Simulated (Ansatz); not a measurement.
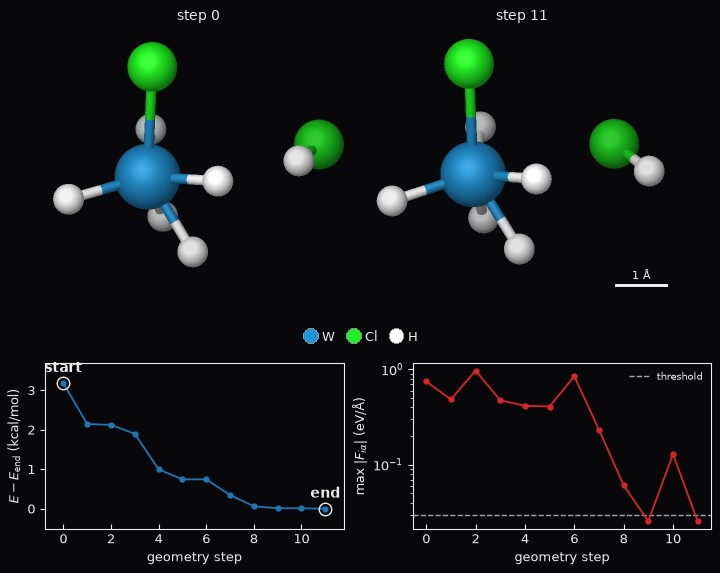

First and last geometry of a relaxation of WH6Cl2, with the history of the run. Style: ball-and-stick. Shown at a tilt.

The run prepares an end point of a later path (reaction) calculation, from a guessed geometry.

All numbers below come from Ansatz, RKS PBE/def2-SVP. Settings: no spin polarisation; force threshold 0.03 eV/Å; at most 50 steps.

Question: Read the history and describe the run.

Answer: It converged. After 11 geometry steps the energy has fallen by 3.18 kcal/mol. Largest force component: 0.75 eV/Å at the start, 0.026 eV/Å at the end. The forces were under the threshold at step 9, but the run went on from there. The atom that moves furthest after the best rigid fit is an H atom (0.59 Å). By element the largest moves are H 0.59 Å, Cl 0.55 Å, W 0.07 Å. Among the contacts that change: Cl–W 3.585 → 2.996 Å, H–W 2.968 → 3.436 Å, Cl–H 1.344 → 1.301 Å, H–W 1.709 → 1.678 Å. Bond angles that change, for instance: H–W–H 111.1° → 101.2°, H–W–H 110.9° → 117.7°, Cl–W–H 138.6° → 142.4°. The run took 12 s on 2 threads of AMD EPYC 9R45 (Zen 5), on a shared host, peak memory 0.16 GiB.

```
step  E − E(0), kcal/mol  largest force component, eV/Å
   0                0.00                         0.7485
   1               -1.04                         0.4850
   2               -1.06                         0.9747
   3               -1.28                         0.4748
   4               -2.19                         0.4158
   5               -2.44                         0.4085
   6               -2.44                         0.8485
   7               -2.84                         0.2336
   8               -3.12                         0.0608
   9               -3.17                         0.0256
  10               -3.17                         0.1293
  11               -3.18                         0.0255
```
